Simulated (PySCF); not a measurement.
```yaml
atoms:
  - { symbol: C, position_ang: [0.2587, -2.2441, -0.6572] }
  - { symbol: O, position_ang: [1.2794, -1.5911, -0.9226] }
  - { symbol: Al, position_ang: [1.3865, 0.2706, -0.5832] }
  - { symbol: O, position_ang: [1.8194, 0.6237, 1.0284] }
  - { symbol: O, position_ang: [2.0060, 0.9366, -2.0164] }
  - { symbol: O, position_ang: [-0.8280, -1.9097, -0.1578] }
  - { symbol: Al, position_ang: [-1.2150, -0.0998, 0.2656] }
  - { symbol: O, position_ang: [-2.6699, 0.2401, -0.5522] }
  - { symbol: O, position_ang: [-0.8591, 0.1928, 1.9236] }
  - { symbol: H, position_ang: [1.1157, 0.5913, 1.6960] }
  - { symbol: H, position_ang: [2.2495, 1.8591, -2.1076] }
  - { symbol: H, position_ang: [-3.0901, 1.1010, -0.5723] }
  - { symbol: H, position_ang: [-1.4432, 0.0120, 2.6630] }
```

Geometry: PBE0-D3(BJ)/def2-SVP.

All numbers below come from UKS B3LYP, IGLO-III on Al C O, pcH-1 on H, non-relativistic, mean-field spin-orbit, GIAO (PySCF).

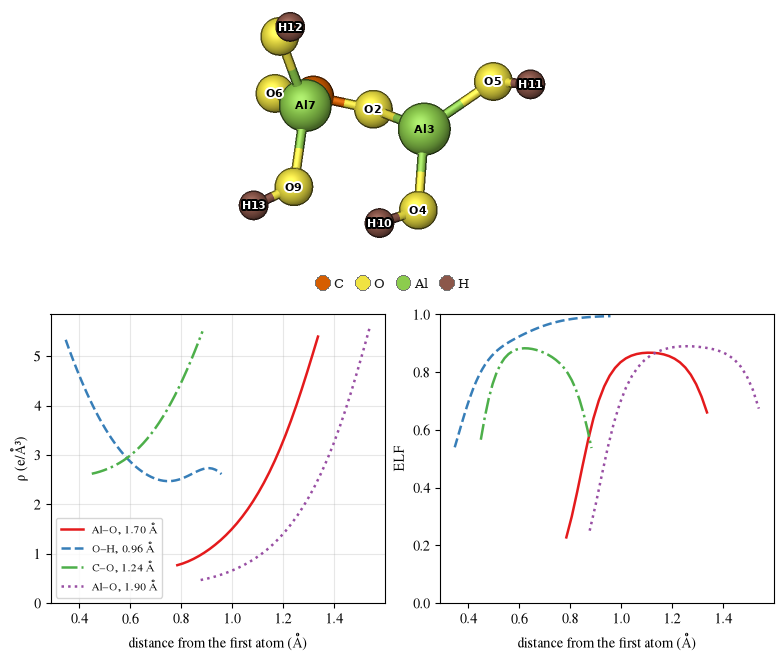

CH₄Al₂O₆ (SMILES [OH][Al]([OH])[O][C][O][Al]([OH])[OH]) (triplet). Total electron density and ELF along straight lines between neighbouring atoms. The curves leave out the atomic cores. The structure is drawn too.

### Compare the contacts.

Al–O (1.70 Å): the density is about 0.9 e/Å³ at the midpoint; the ELF peaks at about 0.85 in the valence shell of O, 0.6 Å from its nucleus, and is about 0.50 at the midpoint.
O–H (0.96 Å): ρ is about 3.7 e/Å³ halfway; the ELF climbs to about 1 towards the hydrogen, as it does in any bond to H (a covalent bond by its length).
C–O (1.24 Å): ρ is about 3.1 e/Å³ halfway; the ELF peaks at about 0.90 between the atoms (a short, strongly polar bond).
Al–O (1.90 Å): ρ is about 0.56 e/Å³ halfway; the ELF peaks at about 0.90 in the valence shell of O, 0.6 Å from its nucleus, and is about 0.55 at the midpoint.
